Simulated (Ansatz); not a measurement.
# Calculations on AlBNH$_{7}$O

## 1. Relaxation

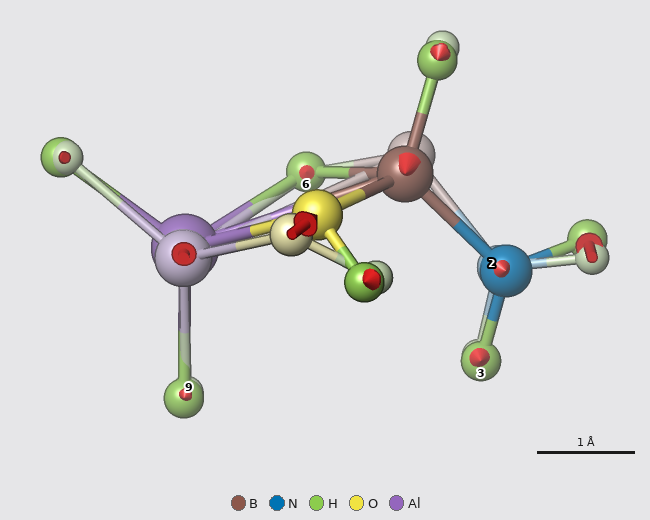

A relaxation of AlBNH7O. The starting structure is drawn faded, the final one solid; red arrows show the displacements, at their true length. The two geometries are superimposed by the best rigid fit.

The picture is a ball-and-stick view, seen face on.

The run prepares an end point of a later path (reaction) calculation, from a guessed geometry.

The calculation used RKS revPBE-D4/def2-SVP (Ansatz). (no spin polarisation; force threshold 0.03 eV/Å; at most 50 steps)

What happened in the run?

Over 19 accepted moves (22 points after the start) the energy falls by 39.4 kJ/mol. The largest force component goes from 2.1 to 0.029 eV/Å. The line search rejected the trial steps at points 4, 12, 17 of the run. The largest move after the best rigid fit is that of an H atom, 0.69 Å. By element the largest moves are H 0.69 Å, B 0.54 Å, O 0.54 Å, Al 0.35 Å, N 0.18 Å. Among the contacts that change: B–O 2.602 → 1.575 Å, Al–H 2.075 → 1.744 Å, Al–B 2.696 → 2.394 Å, B–H 1.239 → 1.407 Å. Bond angles that change, for instance: H–B–H 120.7° → 101.6°, Al–O–H 112.1° → 124.3°, O–Al–H 119.2° → 110.1°. Groups turn about Al–O by about 55°. The run took 44 s on 2 threads of Arm Neoverse V1 (shared host), peak memory 0.15 GiB.

## 2. Relaxation

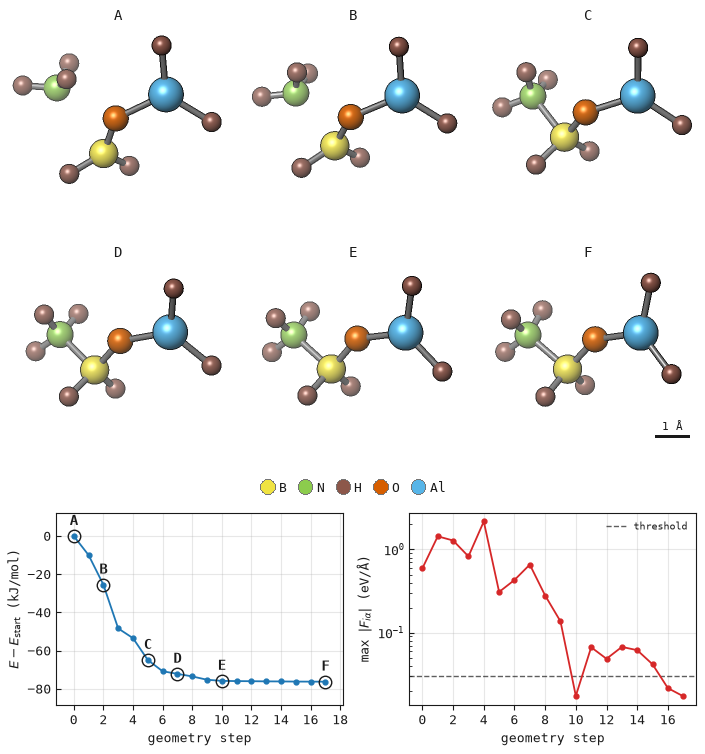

Frames of a relaxation of AlBNH$_{7}$O, marked on the history of the run. The picture is a ball-and-stick view, seen at a tilt.

The run prepares an end point of a later path (reaction) calculation, from a guessed geometry.

These are results of RKS revPBE-D4/def2-SVP (Ansatz), not measurements. (no spin polarisation; force threshold 0.03 eV/Å; at most 50 steps)

Q: Describe the path.

A: The largest move after the best rigid fit is that of an H atom, 0.98 Å. By element the largest moves are H 0.98 Å, B 0.75 Å, O 0.70 Å, N 0.44 Å, Al 0.16 Å. Some distances before and after: B–N 2.740 → 1.685 Å, B–O 1.392 → 1.441 Å, Al–O 1.744 → 1.706 Å, B–H 1.222 → 1.242 Å. New bonds form, among them: B–N (2.74 → 1.69 Å). Bond angles that change, for instance: B–O–Al 135.4° → 147.6°, H–B–H 121.7° → 113.5°, H–B–O 119.9° → 115.9°. The energy falls by 76.2 kJ/mol in 17 geometry steps. Largest force component: 0.59 eV/Å at the start, 0.017 eV/Å at the end. The forces were under the threshold at step 10, but the run went on from there. From step 0 to 2: an H atom moves most (0.36 Å), energy −25.5 kJ/mol. From step 2 to 5: an H atom moves most (0.35 Å), energy −39.4 kJ/mol. From step 5 to 7: an H atom moves most (0.39 Å), energy −7.25 kJ/mol. From step 7 to 10: an H atom moves most (0.35 Å), energy −3.67 kJ/mol. From step 10 to 17: an H atom moves most (0.40 Å), energy −0.42 kJ/mol.

Limits of the set-up: the start holds two separate molecules, 2.2 Å apart at their closest, whose relative position is a soft coordinate.

## 3. Path

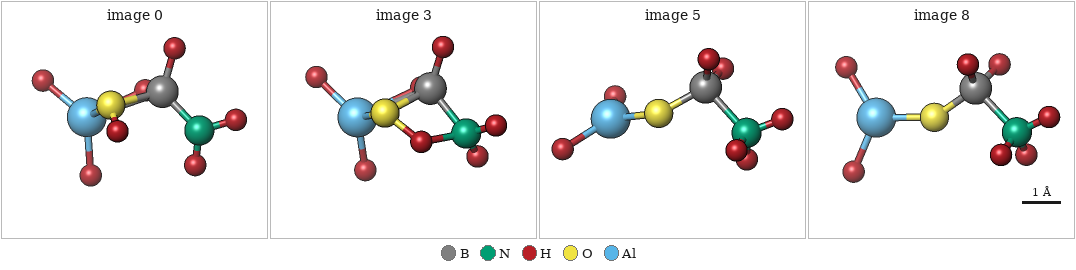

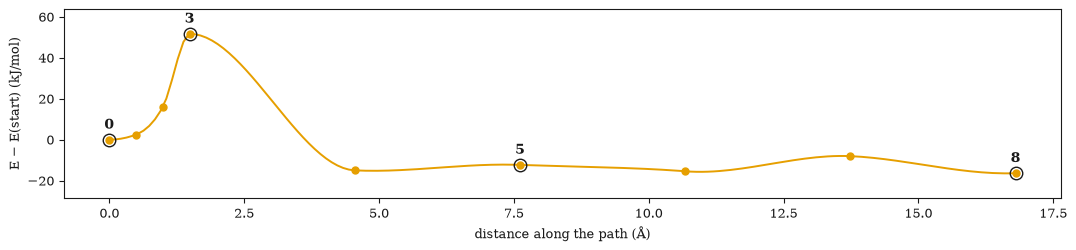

A search for the minimum-energy path of AlBNH7O by the nudged elastic band. Images are numbered from 0 (start) to 8 (end). Style: ball-and-stick. Shown at a tilt.

Level of theory: RKS revPBE-D4/def2-SVP in Ansatz. Set-up: 7 movable images; climbing image; force threshold 0.05 eV/Å; iteration limit 60; starting path through a guess of the saddle point.

### What happens along the path, and what is the barrier?

Forward barrier 51.7 kJ/mol, backward barrier 68.0 kJ/mol, with image 3 at the top; the reaction energy is −16.3 kJ/mol. The profile has 3 maxima (images 3, 5, 7) with a dip at image 4, 6 (−14.9 kJ/mol, −15.4 kJ/mol), so the process runs in steps. The path has more than one stage, and so few images may leave a stage unresolved. Breaking: Al–H (1.74 → 3.61 Å), H–O (0.98 → 2.67 Å). Forming: H–N (2.43 → 1.03 Å). The band converged in 60 iterations. The largest component of the band force went from 25 to 0.033 eV/Å. The climbing image converged on the top of the path. Its vibrational analysis gives one imaginary mode (1277i cm⁻¹), as a transition state must have.

The run took 10 min on 2 threads of Arm Neoverse V1 (shared host), peak memory 0.13 GiB.
